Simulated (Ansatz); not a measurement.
# quartet Si2NH6 at 6 levels

We compute a comparison of 6 runs (UHF/6-311+G**, UB3LYP/6-31G*, UB3LYP/6-311+G**, UBLYP/6-311+G**, UPBE/6-311+G**, USVWN5/6-311+G**) of quartet Si2NH6. 

The results are computed with Ansatz 0.2.0.

31 further runs of the same task are left out: 31 set aside as unsound or not needed.

## Step 1: The system as given

Si2NH6: 9 atoms, total charge 0, spin state quartet. As SMILES of the parent species, `N[SiH][SiH3]`. The coordinates come from a PBE0-D4/def2-TZVP relaxation. This is one conformer, not always the lowest. That shape belongs to the parent species and isn't relaxed for this state.

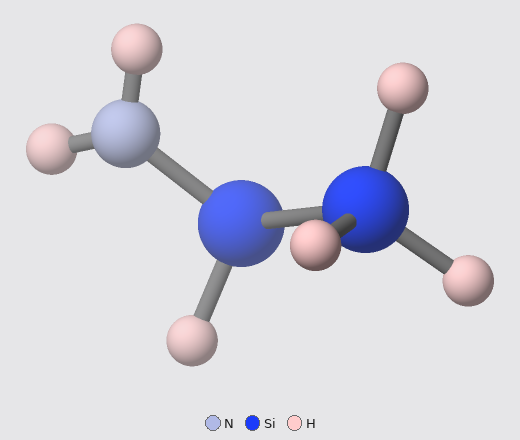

The structure, seen from a chosen angle (nitrogen light blue, silicon blue, hydrogen pink).

## Step 2: The energy at UHF/6-311+G(d,p) (run 1)

The input, run.yaml:

```yaml
basis:
  gaussian:
    orbitals: 6-311+G_st__st_-spherical.json
crystal:
  periodic: [false, false, false]
  atoms:
    - {symbol: N, position_ang: [-0.800100, 0.840300, -1.401300]}
    - {symbol: Si, position_ang: [-0.412600, 0.902100, 0.278900]}
    - {symbol: Si, position_ang: [0.627800, -1.077000, 0.962500]}
    - {symbol: H, position_ang: [-1.356700, 0.089900, -1.777700]}
    - {symbol: H, position_ang: [-0.920900, 1.689300, -1.930000]}
    - {symbol: H, position_ang: [0.461600, 2.102100, 0.448200]}
    - {symbol: H, position_ang: [1.938500, -1.353900, 0.307200]}
    - {symbol: H, position_ang: [-0.282400, -2.217000, 0.659800]}
    - {symbol: H, position_ang: [0.833300, -1.021900, 2.435300]}
magnetization:
  spin_polarized: true
  initial_magnetization: 3
hamiltonian:
  xc: hf
total_charge: 0
accuracy: high
output: {orbitals: {seedname: orbitals}}
```

The basis set 6-311+G** is read from a file made from the Basis Set Exchange's data (not shown).

Launch:

```sh
$ ansatz run run.yaml --threads 1 --pin off --max-ram 3480MiB --events-out events.jsonl --progress --plain --runs-dir runs
```

Log:

```text
Warning: RAYON_NUM_THREADS=1 ignored (pool sized by the plan → 1); use --threads N
Functional definition: HF
  name "HF"
  exchange = exact_x
  correlation = 0
2208 factors; integrals over basis functions are off by at most 3.1e-8 eV
mean field evaluation 1: about -17289.9056 eV, gradient 2.8e1 eV
mean field evaluation 2: about -17289.9144 eV, gradient 2.8e1 eV
mean field evaluation 4: about -17294.6905 eV, gradient 3.7e0 eV
mean field evaluation 8: about -17295.1664 eV, gradient 2.5e-1 eV
mean field evaluation 16: about -17295.1731 eV, gradient 2.7e-8 eV
mean field evaluation 32: about -17294.2448 eV, gradient 8.2e-1 eV
mean field evaluation 64: about -17294.6492 eV, gradient 1.4e0 eV
mean field evaluation 96: about -17293.7630 eV, gradient 5.0e0 eV
mean field evaluation 128: about -17295.2297 eV, gradient 3.3e0 eV
mean field evaluation 160: about -17296.1170 eV, gradient 1.9e0 eV
mean field evaluation 192: about -17293.3883 eV, gradient 4.8e0 eV
mean field evaluation 224: about -17291.6398 eV, gradient 1.4e1 eV
mean field evaluation 256: about -17290.0028 eV, gradient 1.5e1 eV
mean field -17296.23599943 eV, -635.6249491692 hartree, gradient 2.8e-8 eV, S^2 3.763815; 2 other end points of the search recorded, 0 dependent functions left out
reference -17296.23599943 eV, -635.6249491692 hartree; 22, 19 occupied and 96, 99 virtual orbitals, 2208 factors
Total energy: -17296.23599943 eV, -635.6249491692 hartree
```

Run time: 14 s. Hardware: 1 thread of Intel Xeon 6975P-C (Granite Rapids), shared host; peak memory 0.43 GiB.

## Step 3: A single-point energy at UB3LYP/6-31G(d) (spherical functions) (run 2)

The input, input.yaml:

```yaml
basis:
  gaussian:
    orbitals: 6-31G_st_-spherical.json
crystal:
  periodic: [false, false, false]
  atoms:
    - {symbol: N, position_ang: [-0.800100, 0.840300, -1.401300]}
    - {symbol: Si, position_ang: [-0.412600, 0.902100, 0.278900]}
    - {symbol: Si, position_ang: [0.627800, -1.077000, 0.962500]}
    - {symbol: H, position_ang: [-1.356700, 0.089900, -1.777700]}
    - {symbol: H, position_ang: [-0.920900, 1.689300, -1.930000]}
    - {symbol: H, position_ang: [0.461600, 2.102100, 0.448200]}
    - {symbol: H, position_ang: [1.938500, -1.353900, 0.307200]}
    - {symbol: H, position_ang: [-0.282400, -2.217000, 0.659800]}
    - {symbol: H, position_ang: [0.833300, -1.021900, 2.435300]}
magnetization:
  spin_polarized: true
  initial_magnetization: 3
hamiltonian:
  xc: {name: B3LYP}
accuracy: high
output: {orbitals: {seedname: orbitals}}
```

The basis set 6-31G* is read from a file made from the Basis Set Exchange's data (not shown).

Launch:

```sh
$ ansatz run input.yaml --threads 1 --pin off --max-ram 3480MiB --events-out events.jsonl --progress --plain --runs-dir runs
```

Log:

```text
Warning: RAYON_NUM_THREADS=1 ignored (pool sized by the plan → 1); use --threads N
Functional definition: B3LYP
  name "B3LYP"
  parameter a0 = 0.2
  parameter ax = 0.72
  parameter ac = 0.81
  exchange = (1 - a0 - ax)*slater_x + ax*b88_x + a0*exact_x
  correlation = (1 - ac)*vwn_rpa_c + ac*lyp_c
1421 factors; integrals over basis functions are off by at most 3.5e-9 eV
mean field evaluation 1: about -17328.8765 eV, gradient 4.0e1 eV
mean field evaluation 2: about -17300.8011 eV, gradient 7.7e1 eV
mean field evaluation 4: about -17332.4227 eV, gradient 2.1e1 eV
mean field evaluation 8: about -17335.6754 eV, gradient 9.4e-1 eV
mean field evaluation 16: about -17335.8830 eV, gradient 2.9e-2 eV
mean field evaluation 32: about -17335.8831 eV, gradient 7.5e-7 eV
mean field -17335.88305828 eV, -637.0819517083 hartree, gradient 5.8e-8 eV, S^2 3.755024; 4 other end points of the search recorded, 0 dependent functions left out
reference -17335.88310192 eV, -637.0819533121 hartree; 22, 19 occupied and 40, 43 virtual orbitals, 1421 factors
Total energy: -17335.88310192 eV, -637.0819533121 hartree
```

Run time: 7.8 s. Hardware: 1 thread of Intel Xeon 6975P-C (Granite Rapids), shared host; peak memory 0.29 GiB.

Runs 3 to 5 aren't shown in full; the table further down has their settings and results.

## Step 4: A single-point energy at USVWN5/6-311+G(d,p) (run 6)

The input, in.yaml:

```yaml
crystal:
  periodic: [false, false, false]
  atoms:
    - symbol: N
      position_ang: [-0.800100, 0.840300, -1.401300]
    - symbol: Si
      position_ang: [-0.412600, 0.902100, 0.278900]
    - symbol: Si
      position_ang: [0.627800, -1.077000, 0.962500]
    - symbol: H
      position_ang: [-1.356700, 0.089900, -1.777700]
    - symbol: H
      position_ang: [-0.920900, 1.689300, -1.930000]
    - symbol: H
      position_ang: [0.461600, 2.102100, 0.448200]
    - symbol: H
      position_ang: [1.938500, -1.353900, 0.307200]
    - symbol: H
      position_ang: [-0.282400, -2.217000, 0.659800]
    - symbol: H
      position_ang: [0.833300, -1.021900, 2.435300]
basis:
  gaussian:
    orbitals: 6-311+G_st__st_-spherical.json
magnetization:
  spin_polarized: true
  initial_magnetization: 3
hamiltonian:
  xc: {name: SVWN5}
accuracy: high
output: {orbitals: {seedname: orbitals}}
```

The basis set 6-311+G** is read from a file made from the Basis Set Exchange's data (not shown).

Launch:

```sh
$ ansatz run in.yaml --threads 1 --pin off --max-ram 3480MiB --events-out events.jsonl --progress --plain --runs-dir runs
```

Log:

```text
Warning: RAYON_NUM_THREADS=1 ignored (pool sized by the plan → 1); use --threads N
Functional definition: SVWN5
  name "SVWN5"
  exchange = slater_x
  correlation = vwn5_c
2208 factors; integrals over basis functions are off by at most 3.1e-8 eV
mean field evaluation 1: about -17248.9212 eV, gradient 5.5e1 eV
mean field evaluation 2: about -17173.5453 eV, gradient 1.1e2 eV
mean field evaluation 4: about -17251.7768 eV, gradient 3.1e1 eV
mean field evaluation 8: about -17261.2195 eV, gradient 3.7e-1 eV
mean field evaluation 16: about -17261.2143 eV, gradient 6.5e-3 eV
mean field evaluation 32: about -17257.4836 eV, gradient 1.3e1 eV
mean field evaluation 64: about -17258.9032 eV, gradient 3.2e0 eV
mean field -17261.21426966 eV, -634.3379243387 hartree, gradient 9.6e-8 eV, S^2 3.751918; 6 other end points of the search recorded, 0 dependent functions left out
reference -17261.21427477 eV, -634.3379245264 hartree; 22, 19 occupied and 96, 99 virtual orbitals, 2208 factors
Total energy: -17261.21427477 eV, -634.3379245264 hartree
```

Wall time 9 s (1 thread of Intel Xeon 6975P-C (Granite Rapids), shared host); peak memory 0.39 GiB.

## Step 5: Overview of the runs

| run | level | energy (Eh) | HOMO energy (eV) | ⟨S²⟩ | wall time |
| --- | --- | --- | --- | --- | --- |
| 1 | UHF/6-311+G** | -635.624949 | -3.77 | 3.764 | 14 s |
| 2 | UB3LYP/6-31G* (spherical functions) | -637.081953 | -1.72 | 3.755 | 7.8 s |
| 3 | UB3LYP/6-311+G** | -637.177514 | -2.47 | 3.756 | 18 s |
| 4 | UBLYP/6-311+G** | -637.109135 | -1.85 | 3.753 | 17 s |
| 5 | UPBE/6-311+G** | -636.767915 | -2.00 | 3.753 | 17 s |
| 6 | USVWN5/6-311+G** | -634.337925 | -2.09 | 3.752 | 9 s |

## Step 6: What came out

```
                                 quantity          value
                      run 6: total energy  -634.33792 Eh
run 6: HOMO energy (highest over α and β)       -2.09 eV
                              run 6: ⟨S²⟩          3.752
```

What this shows: Totals of different functionals can't be ranked against each other. All runs together took 82 s, the longest 18 s.
